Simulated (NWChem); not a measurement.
**CH4O (methanol): levels of theory compared**

Wanted: a comparison of 6 runs (HF/def2-SVP, HF/def2-TZVP, B3LYP/6-31G*, PBE/6-311+G**, MP2/def2-TZVP, CCSD/def2-TZVP) of CH4O (methanol). 

The results are computed with NWChem 7.3.0.

## (1) Starting point

CH4O: 6 atoms, total charge 0, spin state singlet. SMILES: `CO`. The shape is that of a PBE0-D4/def2-TZVP optimisation.

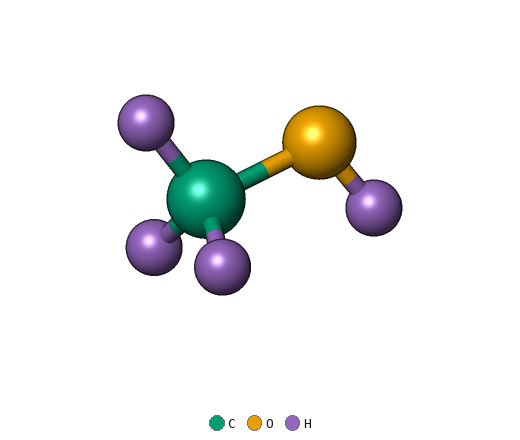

The structure, seen from a chosen angle (carbon teal, oxygen amber, hydrogen purple).

## (2) Energy and gradient at HF/def2-SVP (run 1)

ch4o.nw reads:

```
echo
start ch4o
memory 2200 mb
charge 0
geometry units angstroms noautosym nocenter noautoz
  C    -0.088400   -0.207400   -0.275700
  O    -0.165000    0.316500    1.030100
  H    -0.864700   -0.968400   -0.360900
  H     0.878800   -0.683600   -0.479200
  H    -0.272700    0.554400   -1.043400
  H     0.512100    0.988500    1.129100
end
basis spherical bse
  * library def2-SVP
end
scf
  thresh 1e-08
  maxiter 80
  noprint "final vectors analysis"
end
task scf gradient
```

Run with:

```
$ nwchem ch4o.nw > ch4o.out
```

Log:

```text
[...]
  functions       =    48
[...]
  wavefunction    = RHF
[...]
         Total SCF energy =   -114.954308842003
      One-electron energy =   -237.001757769579
      Two-electron energy =     81.589443390542
 Nuclear repulsion energy =     40.458005537033
        Time for solution =      1.9s
[...]
                         RHF ENERGY GRADIENTS
    atom               coordinates                        gradient
                 x          y          z           x          y          z
   1 C      -0.167052  -0.391929  -0.520997    0.002991  -0.001932  -0.010337
   2 O      -0.311805   0.598098   1.946607   -0.015326  -0.008600   0.012228
   3 H      -1.634046  -1.830011  -0.682002   -0.001331  -0.000875   0.000828
   4 H       1.660691  -1.291817  -0.905557    0.001630  -0.001404  -0.000905
   5 H      -0.515328   1.047664  -1.971740   -0.000623   0.001021  -0.002006
   6 H       0.967729   1.867994   2.133690    0.012659   0.011789   0.000191
[...]
```

Wall time 3.3 s (1 thread of Intel Xeon Platinum 8259CL at 2.50GHz (Skylake/Cascade Lake), shared host); peak memory 0.1 GiB.

## (3) Energy and gradient at HF/def2-TZVP (run 2)

a.nw reads:

```
echo
START a
TITLE "CH4O hf"
memory stack 880 mb heap 220 mb global 1100 mb

GEOMETRY units angstrom noautosym nocenter noautoz
  C     -0.088400    -0.207400    -0.275700
  O     -0.165000     0.316500     1.030100
  H     -0.864700    -0.968400    -0.360900
  H      0.878800    -0.683600    -0.479200
  H     -0.272700     0.554400    -1.043400
  H      0.512100     0.988500     1.129100
END

BASIS "ao basis" spherical bse
  C library def2-TZVP
  O library def2-TZVP
  H library def2-TZVP
END

SCF
  nopen 0
  rhf
  thresh 1e-08
  maxiter 80
END

TASK scf gradient
```

Run with:

```
$ nwchem a.nw > a.out
```

Log:

```text
[...]
  functions       =    86
[...]
  wavefunction    = RHF
[...]
         Total SCF energy =   -115.092384764123
      One-electron energy =   -237.170494870271
      Two-electron energy =     81.620104569115
 Nuclear repulsion energy =     40.458005537033
        Time for solution =     12.0s
[...]
                         RHF ENERGY GRADIENTS
    atom               coordinates                        gradient
                 x          y          z           x          y          z
   1 C      -0.167052  -0.391929  -0.520997    0.002967   0.003126   0.000808
   2 O      -0.311805   0.598098   1.946607   -0.017166  -0.011954   0.008614
   3 H      -1.634046  -1.830011  -0.682002   -0.004704  -0.004612  -0.000490
   4 H       1.660691  -1.291817  -0.905557    0.005818  -0.003898  -0.002723
   5 H      -0.515328   1.047664  -1.971740   -0.001425   0.003891  -0.006271
   6 H       0.967729   1.867994   2.133690    0.014511   0.013447   0.000062
[...]
```

It took 18 s on 1 thread of Intel Xeon Platinum 8259CL at 2.50GHz (Skylake/Cascade Lake), shared host; peak memory 0.12 GiB.

Runs 3 to 4 aren't shown in full; the table further down has their settings and results.

## (4) Energy and forces at MP2/def2-TZVP (run 5)

mymol.xyz reads:

```xyz
6
CH4O
C     -0.088400    -0.207400    -0.275700
O     -0.165000     0.316500     1.030100
H     -0.864700    -0.968400    -0.360900
H      0.878800    -0.683600    -0.479200
H     -0.272700     0.554400    -1.043400
H      0.512100     0.988500     1.129100
```

mymol.nw reads:

```
start mymol
title "CH4O"
memory 2200 mb
charge 0

geometry units angstroms noautosym nocenter noautoz
   load format xyz mymol.xyz
end

basis spherical bse
   * library def2-TZVP
end

scf
   thresh 1e-08
   maxiter 80
   print low
end

mp2
   freeze core 2
   tight
end

task mp2 gradient
```

Run with:

```
$ nwchem mymol.nw > mymol.out
```

Log:

```text
[...]
  functions       =    86
[...]
  wavefunction    = RHF
[...]
         Total SCF energy =   -115.092384764091
      One-electron energy =   -237.170494870242
      Two-electron energy =     81.620104569118
 Nuclear repulsion energy =     40.458005537033
        Time for solution =     12.0s
[...]
          Total MP2 energy          -115.507544018876
[...]
                         mp2 ENERGY GRADIENTS
    atom               coordinates                        gradient
                 x          y          z           x          y          z
   1 C      -0.167052  -0.391929  -0.520997   -0.000923   0.002750   0.007905
   2 O      -0.311805   0.598098   1.946607    0.003853   0.000886  -0.005929
   3 H      -1.634046  -1.830011  -0.682002   -0.001038  -0.001237  -0.000570
   4 H       1.660691  -1.291817  -0.905557    0.001501  -0.000993  -0.000498
   5 H      -0.515328   1.047664  -1.971740   -0.000441   0.001096  -0.001448
   6 H       0.967729   1.867994   2.133690   -0.002952  -0.002503   0.000540
[...]
```

Wall time 36 s (1 thread of Intel Xeon Platinum 8259CL at 2.50GHz (Skylake/Cascade Lake), shared host); peak memory 0.21 GiB.

## (5) The energy at CCSD/def2-TZVP (run 6)

a.nw reads:

```
start a
title "CH4O"
memory total 2200 mb
charge 0

geometry noautosym nocenter noautoz
  C     -0.088400    -0.207400    -0.275700
  O     -0.165000     0.316500     1.030100
  H     -0.864700    -0.968400    -0.360900
  H      0.878800    -0.683600    -0.479200
  H     -0.272700     0.554400    -1.043400
  H      0.512100     0.988500     1.129100
end

basis spherical bse
  * library def2-TZVP
end

scf
  thresh 1e-08
  maxiter 80
end

ccsd
  freeze core 2
  maxiter 60
end

task ccsd
```

Run with:

```
$ nwchem a.nw > a.out
```

Log:

```text
[...]
  functions       =    86
[...]
  wavefunction    = RHF
[...]
         Total SCF energy =   -115.092384764123
      One-electron energy =   -237.170494870271
      Two-electron energy =     81.620104569115
 Nuclear repulsion energy =     40.458005537033
        Time for solution =     11.8s
[...]
 Total MP2 energy:           -115.507544018907836
[...]
             energy      energy      error      ampl     ampl      Block
                                                time     time      time
[...]
 Total CCSD energy:           -115.527982224131563
[...]
```

Wall time 1.7 min (1 thread of Intel Xeon Platinum 8259CL at 2.50GHz (Skylake/Cascade Lake), shared host); peak memory 0.15 GiB.

## (6) All runs side by side

| run | level | iteration cap | module | energy (Eh) | dipole moment (D) | largest force (eV/Å) | wall time |
| --- | --- | --- | --- | --- | --- | --- | --- |
| 1 | HF/def2-SVP | 80 | scf | -114.954309 | 1.88 | 1.101 | 3.3 s |
| 2 | HF/def2-TZVP | 80 | scf | -115.092385 | 1.81 | 1.163 | 18 s |
| 3 | B3LYP/6-31G* (spherical functions) | 100 | dft | -115.712025 | 1.66 | 0.560 | 12 s |
| 4 | PBE/6-311+G** | 100 | dft | -115.618801 | 1.79 | 0.699 | 24 s |
| 5 | MP2/def2-TZVP | 80 | mp2 | -115.507544 | 1.73 | 0.433 | 36 s |
| 6 | CCSD/def2-TZVP | 80 | ccsd | -115.527982 | – | – | 1.7 min |

## (7) Results

| quantity | value |
| --- | --- |
| run 6: total energy | -115.52798 Eh |
| run 6: HOMO energy (Hartree–Fock orbitals) | -12.23 eV |
| run 6: LUMO energy (Hartree–Fock orbitals) | 3.74 eV |
| run 6: HOMO–LUMO gap (Hartree–Fock orbitals) | 15.97 eV |
| run 6: correlation energy (2 core orbitals frozen) | -435.6 mEh |

What this shows: Below the HF energy at the same shape and in the same basis (def2-TZVP): MP2 -415.2 mEh; CCSD -435.6 mEh. Over runs 1, 2, 3, 4, 5 the dipole moment (its size) runs from 1.66 D (B3LYP/6-31G*) to 1.88 D (HF/def2-SVP). The two ends differ in method and basis. Over runs 2, 3, 4 the HOMO–LUMO gap runs from 5.84 eV (PBE/6-311+G**) to 15.97 eV (HF/def2-TZVP). Totals of different functionals can't be ranked against each other. All runs together took 3.2 min, the longest 1.7 min.
